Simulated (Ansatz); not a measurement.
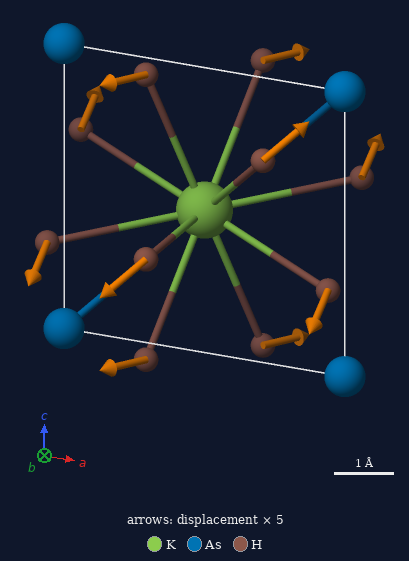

A relaxation of crystalline KAsH₆ (built on the LaAlH6-166 type type). The starting structure is drawn; orange arrows show the displacements (the part carried along by the change of the cell is left out), magnified 5 times.

Style: ball-and-stick. Shown: the cell of the calculation, along the b axis.

The calculation used DFT, PBEsol, plane waves, PAW in Ansatz. Settings: plane-wave cutoff 420 eV; k-point mesh 4 × 4 × 4; occupations fermi dirac; smearing width 0.03 eV; no spin polarisation; cell and atoms relaxed; force threshold 0.01 eV/Å; at most 120 steps.

### What did the optimiser do to the structure, and how much energy did it gain?

The energy falls by 294 meV per atom in 6 accepted moves (9 points after the start). Largest force component: 1.2 eV/Å at the start, 0.001 eV/Å at the end. The pressure goes from −10.65 to 0.01 GPa. The line search rejected the trial step at point 2 of the run. At 2 points the geometry stayed and the basis and grid were re-selected for the new cell (energy shift of 1.1 meV per atom at most each time). The largest moves relative to the cell, 0.21 Å, are those of H atoms. K and As stay in place. The drawn cell changes as follows: a = b = c 4.893 → 4.555 Å (−6.9 %), α 98.3° → 98.9°, β 98.3° → 98.9°, γ 98.3° → 98.9°; the volume changes by −19.8 %. Some distances before and after: As–H 1.954 → 1.630 Å, As–K 3.574 → 3.277 Å, H–K 2.770 → 2.673 Å. Bond angles that change, for instance: K–H–K 124.0° → 116.7°. The space group stays R-3m (No. 166). The run took 7.8 s on 4 threads of Arm Neoverse V1, on a shared host, peak memory 0.41 GiB.
